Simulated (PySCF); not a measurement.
**CH$_{5}$ClF$_{2}$Si, SMILES `[SiH3]Cl.FCF`: what the electrons do**

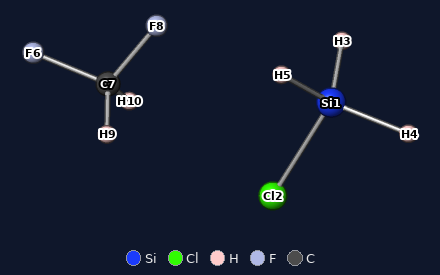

The molecule, with its atoms numbered as below.

Cartesian coordinates (Å):

```
Si1      1.9766    0.7920    0.0571
Cl2      1.3399   -1.1234   -0.0224
H3       1.4961    1.4580   -1.1441
H4       3.4348    0.7480    0.0979
H5       1.4312    1.3791    1.2727
F6      -3.2566   -0.1030    0.1856
C7      -1.9504   -0.2694   -0.0868
F8      -1.3858    0.9514   -0.1631
H9      -1.4803   -0.8271    0.7331
H10     -1.8486   -0.7676   -1.0597
```

## 1. Weak contacts

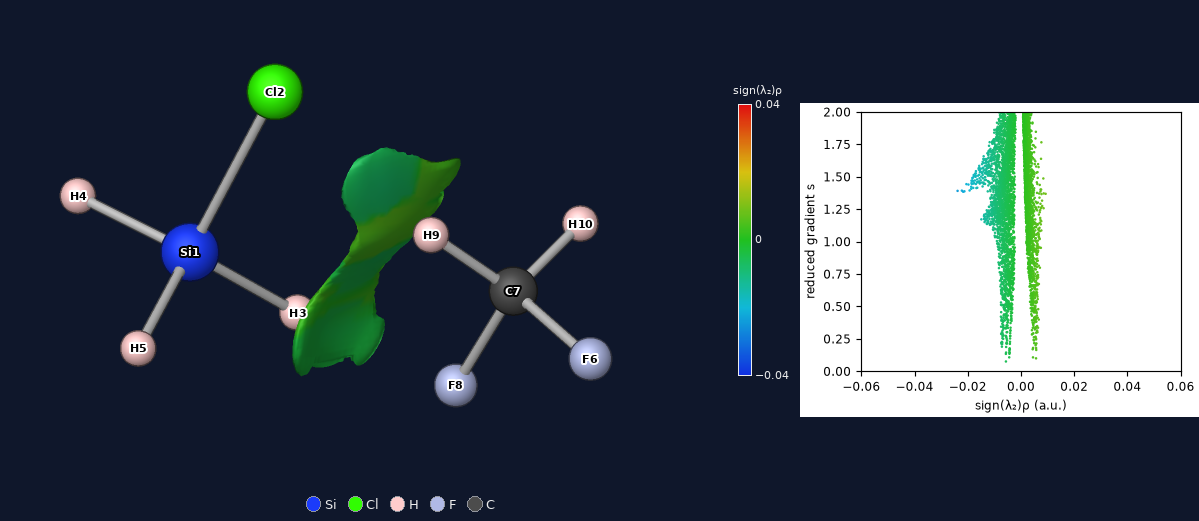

Non-covalent interaction surfaces between the fragments (reduced density gradient s = 0.6, coloured by sign(λ₂)ρ in a.u.; trimmed to the region between the fragments where ρ is under 0.06 a.u.). Fragment A: SiH3Cl (atoms 1–5); fragment B: H2CF2. The plot gives s against sign(λ₂)ρ for grid points between the fragments.

Level of theory: TPSS/def2-SVPD (PySCF), at a geometry from GFN2-xTB.

**Which interactions hold the two fragments together?**

Bond critical points between the fragments: Cl2···H9, weak C–H hydrogen bond, 2.94 Å, ρ = 0.007 a.u.; Cl2···F8, 3.43 Å, ρ = 0.006 a.u., a bond path close to vanishing (ellipticity 1.7). All are weak and appear green, as weak hydrogen bonds do. Several contacts close a ring, whose ring point adds a part with positive λ₂ between them. The pose is a local one from a semi-empirical search, not shown to be the most stable.

**How strongly are they bound?**

The counterpoise-corrected interaction energy of the frozen fragments is −0.2 kcal/mol without dispersion correction and −1.9 kcal/mol with D3(BJ). The pair geometry is semi-empirical, not a minimum at this level.

## 2. Binding density

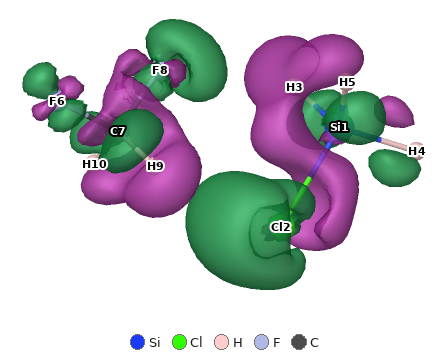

Density of the complex less the densities of the two fragments at the same geometry, ±0.0015 e/Å³ (green: gain, purple: loss). Fragment A: SiH3Cl (atoms 1–5); fragment B: H2CF2.

**How is the density rearranged on binding?**

Hirshfeld charges show almost no net transfer (under 0.005 e). By Hirshfeld charges, electrons gather most on Cl2 (−0.012 e) and leave Si1 most (+0.006 e); 0.05 e is displaced in all, which induces a dipole of 0.15 D.

## 3. Excited states

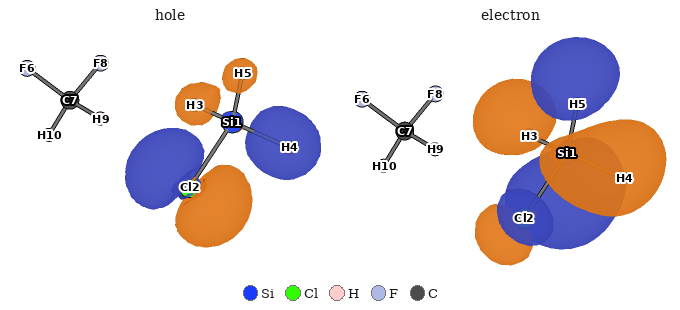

Leading natural transition orbital pair of S₄ (TDA singlet states); the surfaces enclose about 70 % of each orbital's density.

Computed with PySCF, B3LYP/def2-SVP, geometry: GFN2-xTB. Without diffuse functions Rydberg states are missing, so the states' numbers hold for this basis only.

**Where does the state lie, and where do hole and electron sit?**

9.03 eV (137 nm), f = 0.000 (very weak); the leading pair carries 68 %; hole on Cl2 (62 %), Si1 (15 %) and H4 (9 %), electron on Si1 (50 %), H5 (13 %) and H3 (12 %) (shares are of the whole state, not of the leading pair alone); their centroids lie 1.1 Å apart. In canonical orbitals it is mainly HOMO−1 → LUMO+1 (48 %). The HOMO–LUMO gap is 8.88 eV.

The PySCF runs shown took 88 s and 2.5 min on 1 thread of Intel(R) Xeon(R) Platinum 8375C CPU @ 2.90GHz (Ice Lake), on a shared host.
